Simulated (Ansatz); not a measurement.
## Electronic structure of CH6O2Si in real space

Input

```
crystal:
  periodic: [false, false, false]
  atoms:
    - {symbol: O, position_ang: [0.863681, 1.105979, -1.833044]}
    - {symbol: C, position_ang: [0.545707, 0.829062, -0.517888]}
    - {symbol: O, position_ang: [-0.132726, -0.398728, -0.432623]}
    - {symbol: Si, position_ang: [-0.562717, -1.122374, 0.981169]}
    - {symbol: H, position_ang: [0.045416, 1.170088, -2.334717]}
    - {symbol: H, position_ang: [-0.085889, 1.616942, -0.078214]}
    - {symbol: H, position_ang: [1.497732, 0.783024, 0.022068]}
    - {symbol: H, position_ang: [-1.233774, -2.388962, 0.613607]}
    - {symbol: H, position_ang: [0.636277, -1.390490, 1.822174]}
    - {symbol: H, position_ang: [-1.490708, -0.255639, 1.760470]}
basis:
  gaussian: {orbitals: def2-TZVPP}
hamiltonian: {xc: pbe0, dispersion: d4}
output: {orbitals: {seedname: orbitals}}
```

Command:

```sh
ansatz run in.yaml --threads 2 --pin off --events-out ev --progress --plain --max-ram 4352MiB
```

Geometry: PBE0-D4/def2-TZVP.

Computed with RKS PBE0-D4/def2-TZVPP in Ansatz.

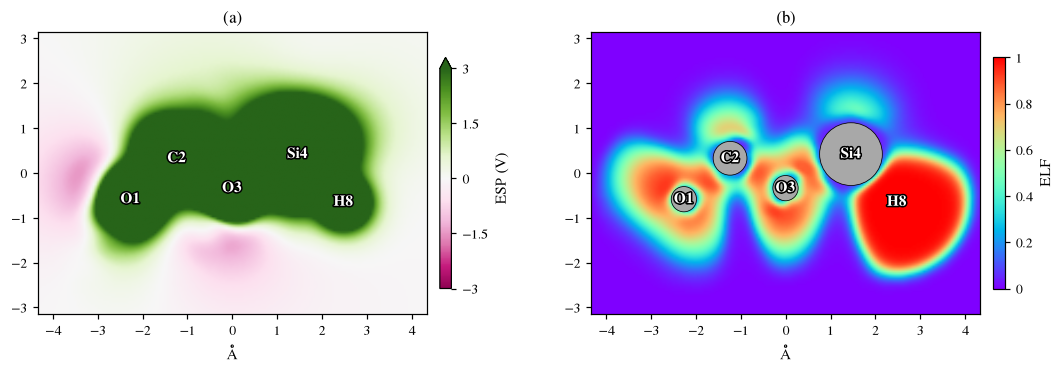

Figure 1. (a) electrostatic potential; (b) electron localisation function on the plane of atoms O3, Si4 and H8. Grey discs cover the atomic cores in the ELF map.

### What do the fields say about this system?

The section cuts through O, C, Si and H sites. C–O (1.38 Å): the ELF peaks at about 0.90 between the atoms (a polar covalent bond). Si–O (1.65 Å): the ELF peaks at about 0.85 between the atoms: a shared but strongly polarised pair. Si–H (1.48 Å): the ELF climbs to about 1 towards the hydrogen, as it does in any bond to H. The ELF also peaks beside O3 and O1, away from the bonds: lone-pair regions. Outside the dense part of the molecule the potential is most negative (−1.5 V) near O1.

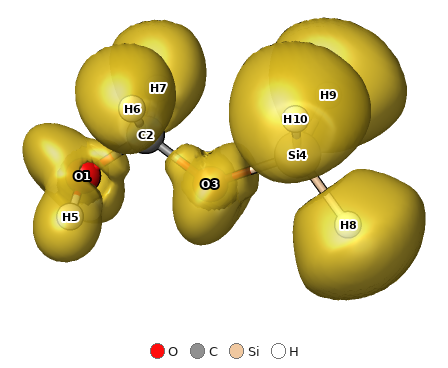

Figure 2. Isosurface of the ELF at 0.75 (yellow), seen at a tilt. Core shells and regions of very low density are left out.

### What do the ELF domains correspond to?

The surface consists of five regions around hydrogen nuclei, one region on O in which the atom's valence shell and bonds are merged and one joined region spread over several atoms (H, O), in which their bonds and any lone pairs are merged.

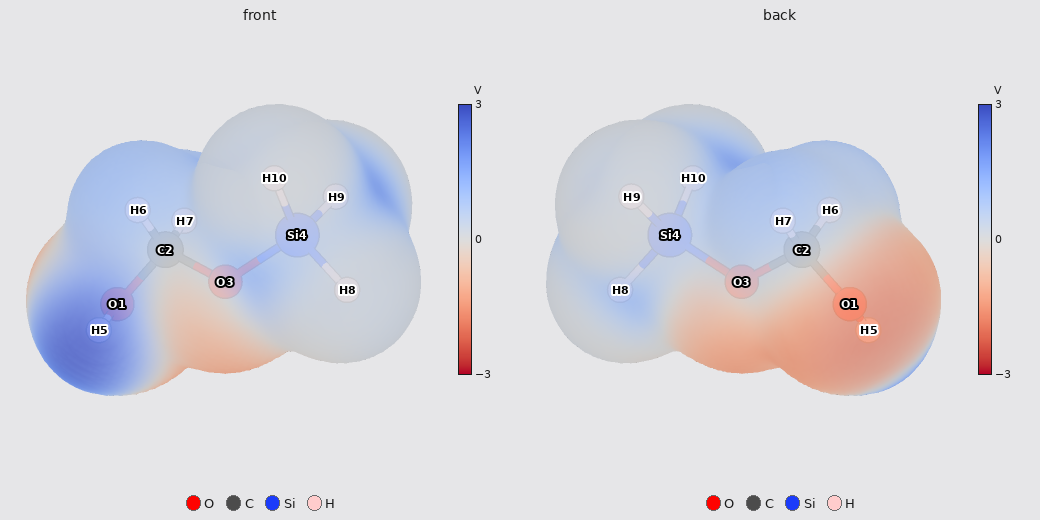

Figure 3. The molecular electrostatic potential painted on the density surface at 0.002 e/bohr³, seen from the front and from behind; red is negative and blue positive.

### Where is the surface potential most negative and most positive?

The most negative region (about −1.4 V) lies over O1, the most positive (about +2.4 V) over H5. O1 is the likeliest acceptor of a hydrogen bond.

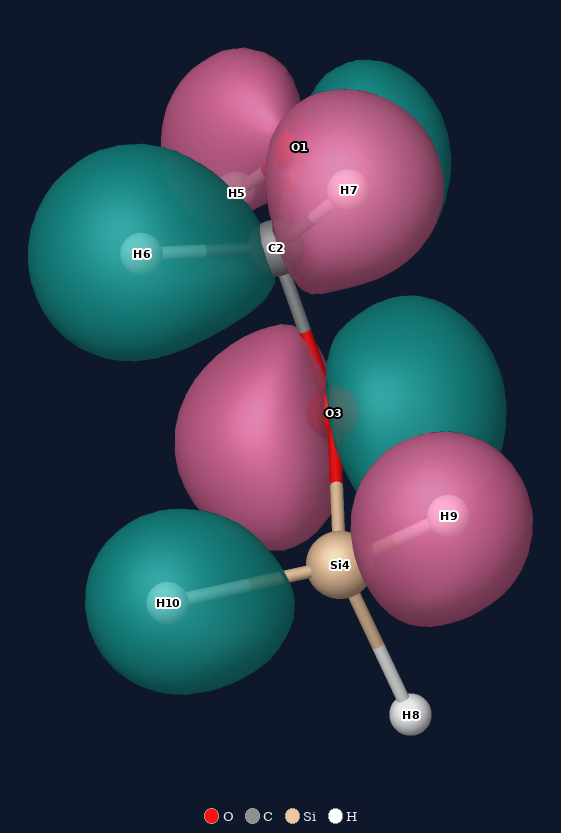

Figure 4. The HOMO at ±0.1 Å⁻³ᐟ² (teal and pink are the two phases), seen at an oblique angle.

### Describe this orbital and give its energy.

It lies mainly on O3 (about 35 %), O1 (about 15 %), C2 (about 15 %) and H6 (about 10 %). Its energy is −8.18 eV.
